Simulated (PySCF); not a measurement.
```yaml
atoms:
  - { symbol: O, position_ang: [-2.6278, 1.5091, -1.1079] }
  - { symbol: C, position_ang: [-2.1548, 0.5888, -0.5354] }
  - { symbol: C, position_ang: [-2.6749, -0.2183, 0.5973] }
  - { symbol: S, position_ang: [-1.2651, -0.7601, 1.6686] }
  - { symbol: C, position_ang: [0.0015, -0.2353, 0.4349] }
  - { symbol: C, position_ang: [1.0604, -1.2276, 0.2421] }
  - { symbol: Si, position_ang: [2.5320, -0.5313, -0.7658] }
  - { symbol: C, position_ang: [-0.7712, 0.0400, -0.9266] }
  - { symbol: H, position_ang: [-3.4151, 0.3836, 1.1854] }
  - { symbol: H, position_ang: [-3.2176, -1.0873, 0.2066] }
  - { symbol: H, position_ang: [0.3876, 0.7532, 0.6934] }
  - { symbol: H, position_ang: [1.3647, -1.6746, 1.1738] }
  - { symbol: H, position_ang: [0.5946, -2.0046, -0.3392] }
  - { symbol: H, position_ang: [3.4664, -1.6662, -0.7823] }
  - { symbol: H, position_ang: [3.0701, 0.6483, -0.0651] }
  - { symbol: H, position_ang: [2.0546, -0.1758, -2.0935] }
  - { symbol: H, position_ang: [-0.9811, -0.9716, -1.3953] }
  - { symbol: H, position_ang: [-0.3781, 0.7276, -1.6359] }
```

Geometry: GFN2-xTB, MD frame at 250 fs, 300 K.

Theory: PBE0/pcSseg-1, SCF density, gas phase, non-relativistic (PySCF).

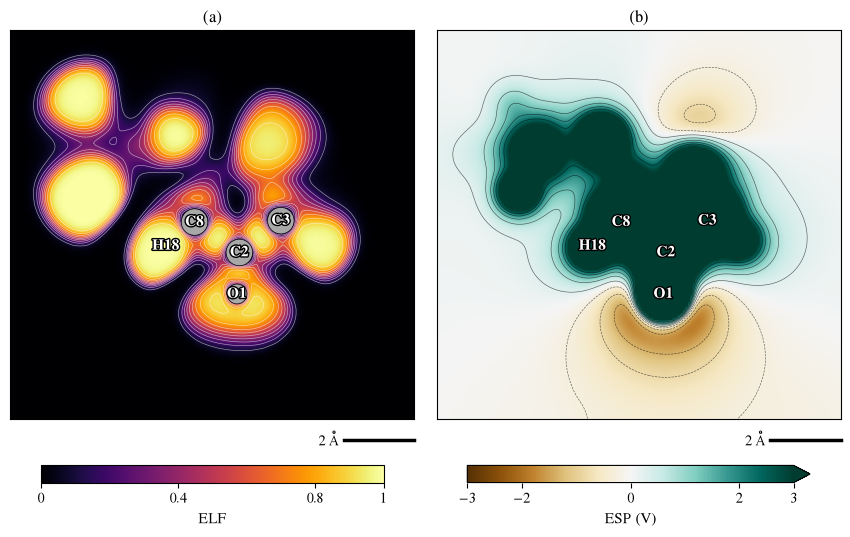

C₅H₁₀OSSi. (a) electron localisation function; (b) electrostatic potential on the plane of atoms O1, C2 and C3. Grey discs cover the atomic cores in the ELF map.

What does the map show?

- Atoms in the plane: O, C and H.
- C–O (1.18 Å): the ELF peaks at about 0.85 between the atoms: a short, multiple covalent bond.
- C–C (1.48 Å): the ELF peaks at about 0.95 between the atoms (a covalent bond).
- C–H (1.06 Å): the ELF climbs to about 1 towards the hydrogen, as it does in any bond to H; an ordinary covalent bond to hydrogen.
- C–C (1.54 Å): the ELF peaks at about 0.95 between the atoms, as expected for a shared electron pair.
- The ELF also peaks beside O1 and S4, away from the bonds: lone-pair regions.
- Outside the dense part of the molecule the potential is most negative (−1.8 V) near O1.
